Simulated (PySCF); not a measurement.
# [Y(CH3)2]+: from a template to the relaxed complex, part 2 of 2

Task: relax [Y(CH3)2]+, compute its harmonic modes and analyse its electrons. It is a constructed species; whether it can be made isn't addressed.

PySCF 2.14.0; PBE0, Y def2-SVP with ECP28, C def2-SVP, H def2-SVP; scalar-relativistic core potentials, no spin–orbit coupling. Earlier steps stand in the parts before.

### Step 6. Displaced along the imaginary mode

Steps are kept in the start's point group, C2.

run.py (the lines that set the calculation) reads:

```python
mol = gto.M(atom='''
Y      0.00000     0.00000    -0.37306
C      1.72460    -0.01626     1.04787
H      2.71470     0.21306     0.55424
H      1.55048     0.74294     1.87031
H      1.81359    -1.02673     1.55372
C     -1.72460     0.01626     1.04787
H     -2.71470    -0.21306     0.55424
H     -1.55048    -0.74294     1.87031
H     -1.81359     1.02673     1.55372''',
    basis={'Y': 'def2-SVP', 'C': 'def2-SVP', 'H': 'def2-SVP'},
    ecp={'Y': 'def2-SVP'},
    charge=1, spin=0)
mf = dft.RKS(mol, xc='PBE0')
mf.grids.atom_grid = (50, 194)
mf = mf.density_fit()  # fitting sets: Y def2-universal-JKFIT, C def2-universal-JKFIT, H def2-universal-JKFIT
mf.conv_tol = 1e-08; mf.max_cycle = 55
mf.kernel(dm0)  # dm0: an SCF of this state at this start
# quasi-Newton relaxation in Cartesian coordinates to a largest gradient under 0.00045 Eh/bohr, steps kept in the point group
```

Run with:

```bash
OMP_NUM_THREADS=2 python run.py
```

No log is kept here; the results follow.

It took 11 s on 2 threads of Arm Neoverse V1, shared host.

Step by step:

```
step  energy from step 1 (eV)  largest force component (eV/Å)
   1                   0.0000                          0.7285
   2                  -0.0615                          0.0732
   3                  -0.0617                          0.0531
   4                  -0.0618                          0.0231
   5                  -0.0619                          0.0033
```

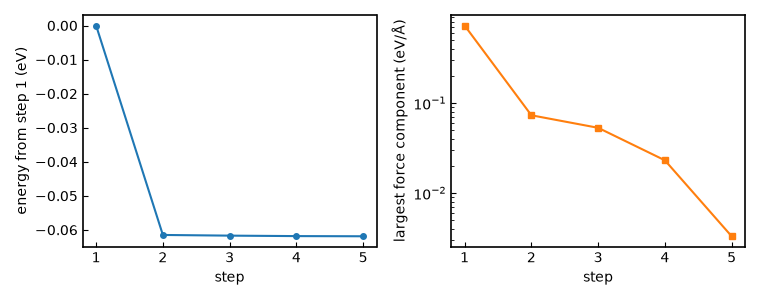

Energy and largest force along the relaxation.

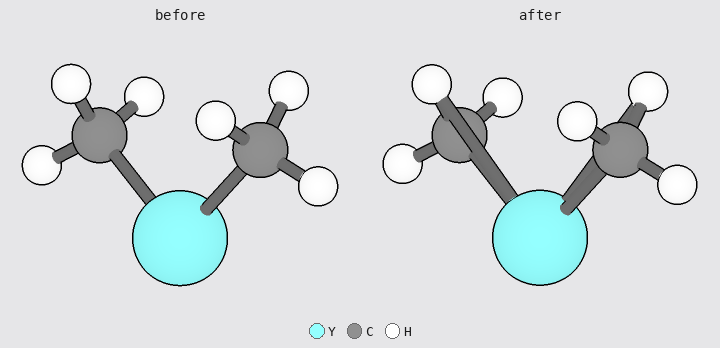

Before and after, at one scale.

Distances of close pairs at the start and the end, largest changes first:

```
 bond  before (Å)  after (Å)  change (Å)
C2–H5       1.134      1.107      -0.026
C6–H9       1.134      1.107      -0.026
C2–H4       1.133      1.107      -0.026
C6–H8       1.133      1.107      -0.026
C2–H3       1.130      1.106      -0.024
C6–H7       1.130      1.106      -0.024
Y1–H4       2.826      2.815      -0.011
Y1–H8       2.826      2.815      -0.011
```

It ends in C2 at E = -117.695747 Eh.

```
atom    x (Å)    y (Å)    z (Å)
  Y1   0.0000   0.0000  -0.3691
  C2   1.7257  -0.0180   1.0489
  H3   2.6981   0.2132   0.5744
  H4   1.5620   0.7164   1.8605
  H5   1.8238  -1.0055   1.5404
  C6  -1.7257   0.0180   1.0489
  H7  -2.6981  -0.2132   0.5744
  H8  -1.5620  -0.7164   1.8605
  H9  -1.8238   1.0055   1.5404
```

### Step 7. The relaxed geometry turned into its symmetry frame

run.py (the lines that set the calculation) reads:

```python
mol = gto.M(atom='''
Y      0.00000     0.00000    -0.37222
C      1.72573    -0.01798     1.04578
H      2.69807     0.21324     0.57133
H      1.56203     0.71641     1.85741
H      1.82383    -1.00555     1.53729
C     -1.72573     0.01798     1.04578
H     -2.69807    -0.21324     0.57133
H     -1.56203    -0.71641     1.85741
H     -1.82383     1.00555     1.53729''',
    basis={'Y': 'def2-SVP', 'C': 'def2-SVP', 'H': 'def2-SVP'},
    ecp={'Y': 'def2-SVP'},
    charge=1, spin=0)
mf = dft.RKS(mol, xc='PBE0')
mf.grids.atom_grid = (50, 194)
mf = mf.density_fit()  # fitting sets: Y def2-universal-JKFIT, C def2-universal-JKFIT, H def2-universal-JKFIT
mf.conv_tol = 1e-08; mf.max_cycle = 55
mf.kernel(dm0)  # dm0: free metal ions and neutral atoms
```

Run with:

```bash
OMP_NUM_THREADS=2 python run.py
```

Log:

```text
init E= -117.288020964695
  HOMO = -0.530014559366732  LUMO = -0.30614636490918  gap/eV = 6.09176
cycle= 1 E= -117.51935176947  delta_E= -0.231  |g|= 0.785  |ddm|= 2.77
  HOMO = -0.335766439511593  LUMO = -0.278173673024249  gap/eV = 1.56718
cycle= 2 E= -117.15934350643  delta_E= 0.36  |g|= 1.29  |ddm|= 2.59
  HOMO = -0.425709505313301  LUMO = -0.24607208255806  gap/eV = 4.88818
cycle= 3 E= -117.6911203224  delta_E= -0.532  |g|= 0.107  |ddm|= 1.96
  HOMO = -0.437131633297338  LUMO = -0.267278369306553  gap/eV = 4.62194
cycle= 4 E= -117.695414049772  delta_E= -0.00429  |g|= 0.0306  |ddm|= 0.267
  HOMO = -0.430971829033537  LUMO = -0.259755721078935  gap/eV = 4.65903
cycle= 5 E= -117.69573940561  delta_E= -0.000325  |g|= 0.00485  |ddm|= 0.062
  HOMO = -0.431633877798299  LUMO = -0.260136047279769  gap/eV = 4.66669
cycle= 6 E= -117.695746116423  delta_E= -6.71e-06  |g|= 0.00136  |ddm|= 0.0086
  HOMO = -0.43161328416481  LUMO = -0.260036912532581  gap/eV = 4.66883
cycle= 7 E= -117.695746768772  delta_E= -6.52e-07  |g|= 0.000209  |ddm|= 0.00256
  HOMO = -0.431603785593733  LUMO = -0.26003108232791  gap/eV = 4.66873
cycle= 8 E= -117.695746798159  delta_E= -2.94e-08  |g|= 4.75e-05  |ddm|= 0.000644
  HOMO = -0.43159118689676  LUMO = -0.26002343225619  gap/eV = 4.66860
cycle= 9 E= -117.695746802142  delta_E= -3.98e-09  |g|= 1.27e-05  |ddm|= 0.000355
  HOMO = -0.431589962538254  LUMO = -0.260021126210404  gap/eV = 4.66863
Extra cycle  E= -117.695746802229  delta_E= -8.73e-11  |g|= 8.37e-06  |ddm|= 5.6e-05
converged SCF energy = -117.695746802229
```

Wall time 1.1 s (2 threads of Arm Neoverse V1, shared host).

Read off: E = -117.695747 Eh, HOMO -11.74 eV, LUMO -7.08 eV, Mulliken charge on Y1 +1.24 e. 

### Step 8. Harmonic vibrations

run.py (the lines that set the calculation), as its differences from that of step 7:

```diff
@@ -16,3 +16,4 @@
 mf = mf.density_fit()  # fitting sets: Y def2-universal-JKFIT, C def2-universal-JKFIT, H def2-universal-JKFIT
-mf.conv_tol = 1e-08; mf.max_cycle = 55
-mf.kernel(dm0)  # dm0: free metal ions and neutral atoms
+mf.conv_tol = 1e-10; mf.max_cycle = 55
+mf.kernel(dm0)  # dm0: the density of the relaxed state
+# Hessian and dipole derivatives by central differences of gradients, 0.02 bohr
```

Run with:

```bash
OMP_NUM_THREADS=2 python run.py
```

The driver keeps no SCF log for this step, only its results.

Wall time 66 s (2 threads of Arm Neoverse V1, shared host).

Point group C2; negative numbers are unstable modes, and those under 60 cm⁻¹ are near the numerical noise:

```
cm⁻¹  km/mol  symmetry
  31     0.0         a
  48     2.3         b
 128     0.5         a
 335     0.0         a
 356    52.7         b
 390    14.0         b
 445     2.3         a
 496   119.9         b
 524    31.5         a
1158     5.0         b
1161     5.7         a
1369     3.8         a
1373    21.5         b
1376    13.2         b
1384    15.9         a
3004    10.1         b
3007     5.3         a
3107     0.1         a
3108     0.0         b
3118     0.0         a
3118     0.2         b
```

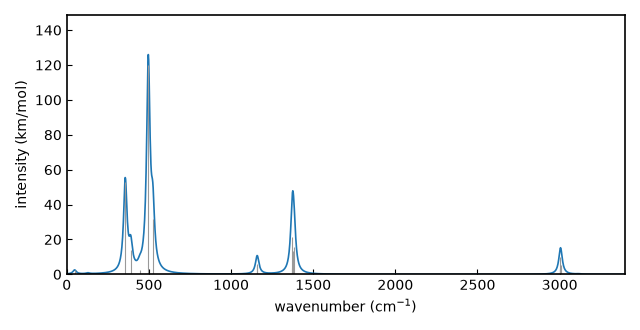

The infrared spectrum from the harmonic lines. Lines are broadened to a width of 25 cm⁻¹ (Lorentzian).

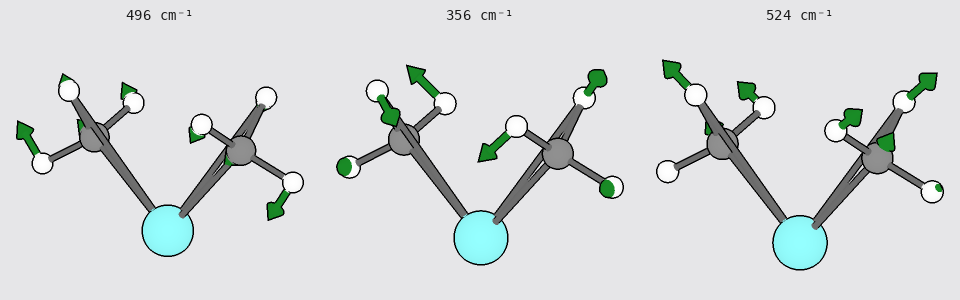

How the atoms move in 3 of the modes.

### Step 9. Properties on a finer grid

run.py (the lines that set the calculation) reads:

```python
mol = gto.M(atom='''
Y      0.00000     0.00000    -0.36913
C      1.72573    -0.01798     1.04886
H      2.69807     0.21324     0.57442
H      1.56203     0.71641     1.86050
H      1.82383    -1.00555     1.54038
C     -1.72573     0.01798     1.04886
H     -2.69807    -0.21324     0.57442
H     -1.56203    -0.71641     1.86050
H     -1.82383     1.00555     1.54038''',
    basis={'Y': 'def2-SVP', 'C': 'def2-SVP', 'H': 'def2-SVP'},
    ecp={'Y': 'def2-SVP'},
    charge=1, spin=0)
mf = dft.RKS(mol, xc='PBE0')
mf.grids.atom_grid = (75, 302)
mf = mf.density_fit()  # fitting sets: Y def2-universal-JKFIT, C def2-universal-JKFIT, H def2-universal-JKFIT
mf.conv_tol = 1e-09; mf.max_cycle = 55
mf.kernel(dm0)  # dm0: the density of the relaxed state
```

Run with:

```bash
OMP_NUM_THREADS=2 python run.py
```

Log:

```text
init E= -117.695793121475
  HOMO = -0.43158772511264  LUMO = -0.260028893651281  gap/eV = 4.66835
cycle= 1 E= -117.695793127013  delta_E= -5.54e-09  |g|= 6.78e-05  |ddm|= 0.00039
  HOMO = -0.431589213077049  LUMO = -0.260014455442153  gap/eV = 4.66879
cycle= 2 E= -117.695793125706  delta_E= 1.31e-09  |g|= 9.4e-05  |ddm|= 0.00024
  HOMO = -0.431585156084972  LUMO = -0.260021126308752  gap/eV = 4.66850
cycle= 3 E= -117.695793128519  delta_E= -2.81e-09  |g|= 8.91e-06  |ddm|= 0.000134
  HOMO = -0.431586819078858  LUMO = -0.260022077377362  gap/eV = 4.66851
cycle= 4 E= -117.695793128539  delta_E= -2.08e-11  |g|= 1.47e-06  |ddm|= 1.16e-05
  HOMO = -0.431586330493101  LUMO = -0.26002170531979  gap/eV = 4.66851
Extra cycle  E= -117.695793128539  delta_E= 3.69e-13  |g|= 1.2e-06  |ddm|= 4.2e-06
converged SCF energy = -117.695793128539
```

Run time: 11 s. Hardware: 2 threads of Arm Neoverse V1, shared host.

It gives: E = -117.695793 Eh, HOMO -11.74 eV, LUMO -7.08 eV, Mulliken charge on Y1 +1.24 e, largest force component 0.011 eV/Å. 

Löwdin charges:

```
atom  value (e)
  Y1       1.03
  C2      -0.27
  H3       0.08
  H4       0.09
  H5       0.09
  C6      -0.27
  H7       0.08
  H8       0.09
  H9       0.09
```

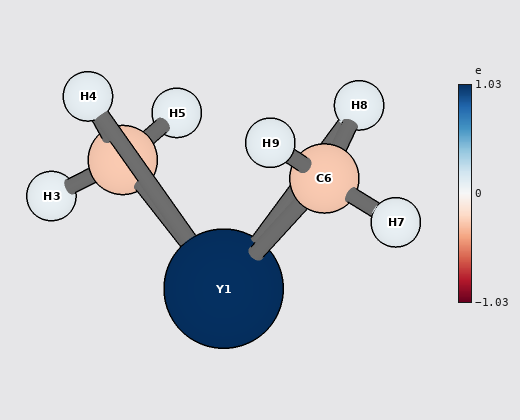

Löwdin charges, as colours on the atoms.

Mulliken charges: Y1 +1.24, C2 -0.50, H3 +0.12, H4 +0.13, H5 +0.13, C6 -0.50, H7 +0.12, H8 +0.13, H9 +0.13 e.

Contacts (the nearest donor of each ligand) and Mayer bond orders:

```
    contact  distance (Å)  bond order
Y1–C2 (CH3)         2.234        1.09
Y1–C6 (CH3)         2.234        1.09
```

Mulliken populations of Y1 outside the core potential: s 2.41, p 6.12, d 1.17, f 0.06.

The fields below are evaluated on a grid from the run's orbitals.

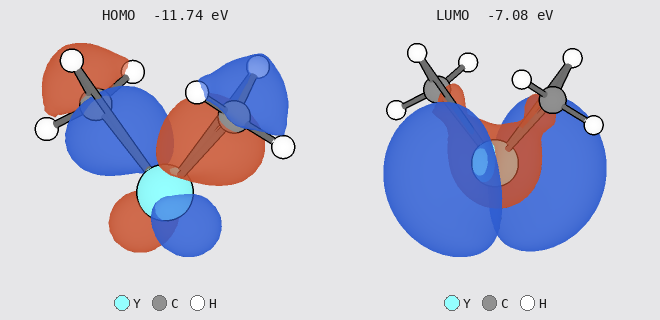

PBE0 orbitals near the gap, drawn at the value that encloses 70 % of each; the two colours are the two signs.

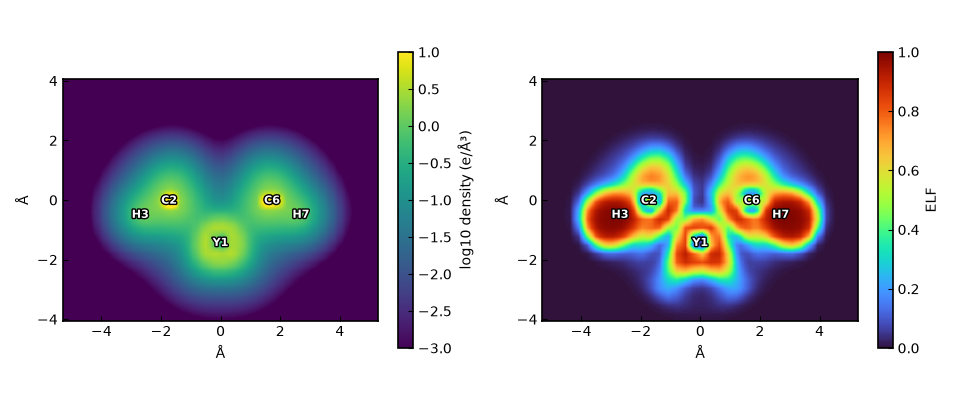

Density (left) and ELF (right) in a plane through or near 5 of the atoms.

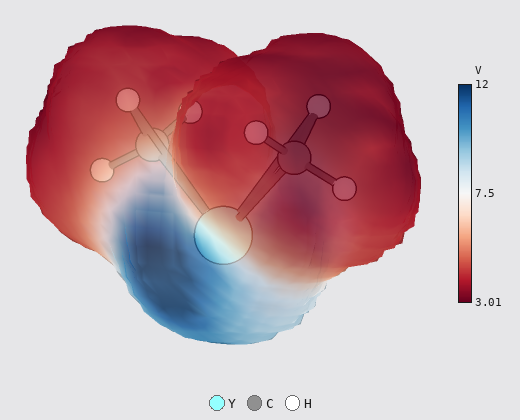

Electrostatic potential on the surface of density 0.002 e/bohr³; red is low, blue high. It runs from 3.01 to 12.00 V.

### Step 10. What came out

What follows sums up all 2 parts.

| quantity | value |
| --- | --- |
| state and point group | singlet, C2 |
| first geometry: modes | -66 to 3117 cm⁻¹, 1 unstable |
| first geometry: strongest infrared band (modes within 1.5 cm⁻¹ summed) | 496 cm⁻¹ (120 km/mol) |
| modes | 31 to 3118 cm⁻¹, none unstable |
| strongest infrared band (modes within 1.5 cm⁻¹ summed) | 496 cm⁻¹ (120 km/mol) |
| zero-point energy | 1.800 eV |
| ideal gas, 298 K, 1 bar | S = 348.5, Cp = 97.3 J/(mol K) |
| metal–ligand contacts | 2.23 Å |
| frontier levels | HOMO -11.74 eV, LUMO -7.08 eV |
| dipole about the centre of mass | 4.30 D |
| mean polarisability | 8.3 Å³ |

What this shows: At the first geometry 1 mode is unstable, so this structure is a saddle point; the molecule was then pushed along the lowest one and relaxed again. All modes are real within the noise of the softest ones, so the structure is a minimum. The metal carries +1.03 e by Löwdin's partition against a formal +3, and bond orders to the nearest donors reach 1.09. Both measures hang on the basis. Leaving the first, C2v structure gained 0.00 eV and gave C2. One start shape was tried, so another isomer may lie lower. The bases are small and lack diffuse functions. Spin–orbit coupling is left out.
